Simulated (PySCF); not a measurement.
# C₄H₉NSi₂ (SMILES C[Si]1(C#N)C[SiH2]C1): what the fields show

Input

```
{"job": {"kind": "uv", "xc": "PBE0", "basis": "def2-SVPD", "nstates": 8, "ntriplets": 3}, "charge": 0, "multiplicity": 1}
C      2.043036    -0.955515     0.095831
Si     0.578036     0.217559    -0.173753
C      1.243855     1.799806    -0.922468
N      1.641646     2.771675    -1.380752
C     -0.944983    -0.440671    -1.139400
Si    -2.107273    -0.137424     0.362102
C     -0.589125     0.567976     1.309064
H      2.777820    -0.520336     0.766585
H      1.706945    -1.891993     0.530263
H      2.544472    -1.181709    -0.840478
H     -0.869610    -1.476514    -1.459530
H     -1.200787     0.138151    -2.022850
H     -3.177471     0.827446     0.115731
H     -2.642154    -1.366570     0.950637
H     -0.677309     1.618164     1.573938
H     -0.334697     0.038899     2.223669
```

Run with:

```sh
OMP_NUM_THREADS=1 python probes_run.py task.json out
```

Geometry: GFN2-xTB.

These are results of PBE0/def2-SVPD, SCF density, gas phase (PySCF 2.14.0), not measurements.

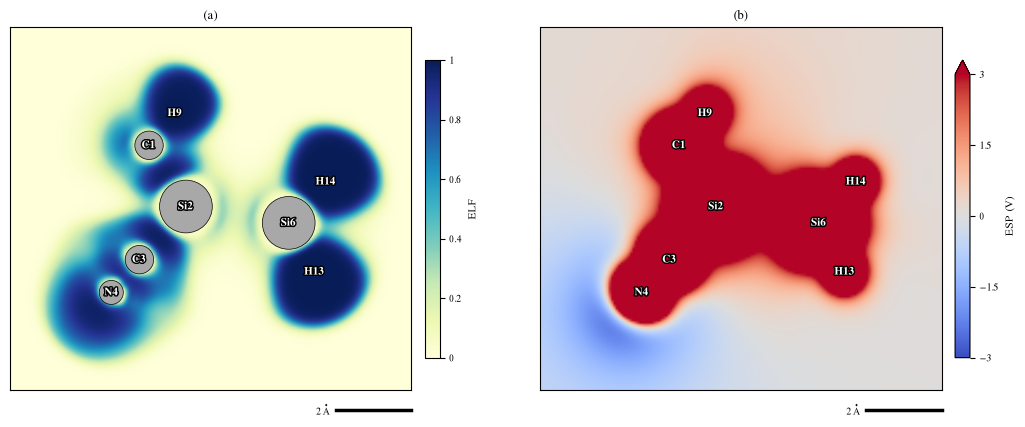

Figure 1. (a) ELF; (b) molecular electrostatic potential on the plane of atoms H13, Si6 and H14. Grey discs cover the atomic cores in the ELF map.

**Read the bonding off the picture.**

- The section cuts through C, Si, N and H sites.
- C–N (1.15 Å): the ELF peaks at about 0.85 between the atoms (a multiple bond).
- C–Si (1.87 Å): the ELF peaks at about 1 between the atoms: a shared electron pair.
- C–H (1.09 Å): the ELF climbs to about 1 towards the hydrogen, as it does in any bond to H: a covalent bond by its length.
- C–Si (1.90 Å): the ELF peaks at about 0.95 between the atoms (localised, covalent bonding).
- Si–H (1.46 Å): the ELF climbs to about 1 towards the hydrogen.
- The ELF also peaks beside N4, away from the bonds: lone-pair regions.
- Outside the dense part of the molecule the potential is most negative (−2.2 V) near N4.

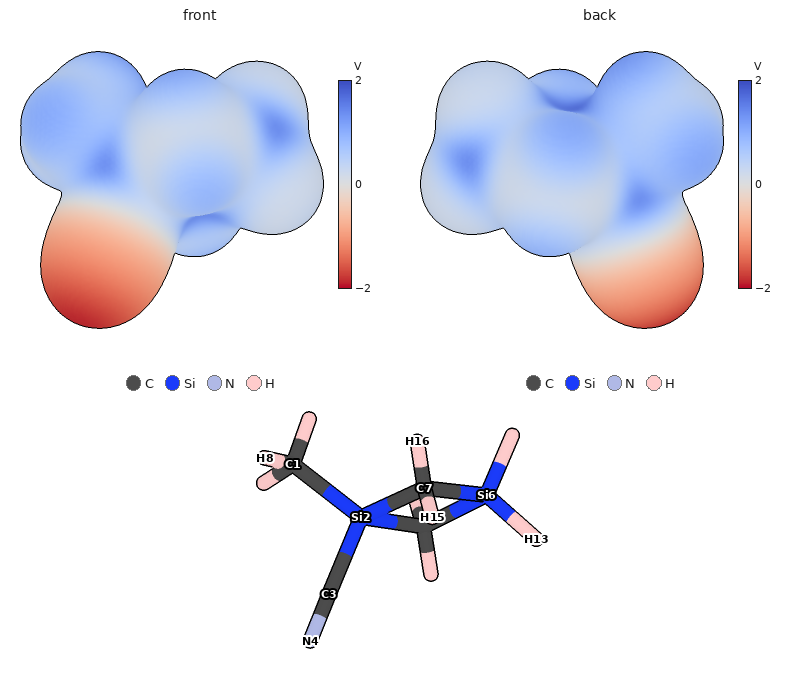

Figure 2. The electrostatic potential painted on the density surface at 0.002 e/bohr³, seen from the front and from behind; red is negative and blue positive. The bare structure is drawn below in the same view.

**Where is the surface potential most negative and most positive?**

The most negative region (about −1.8 V) lies over N4, the most positive (about +1.5 V) over Si2 and Si6. N4 is the likeliest acceptor of a hydrogen bond.

**How polar is the molecule by this calculation?**

Its dipole moment is 4.03 D.
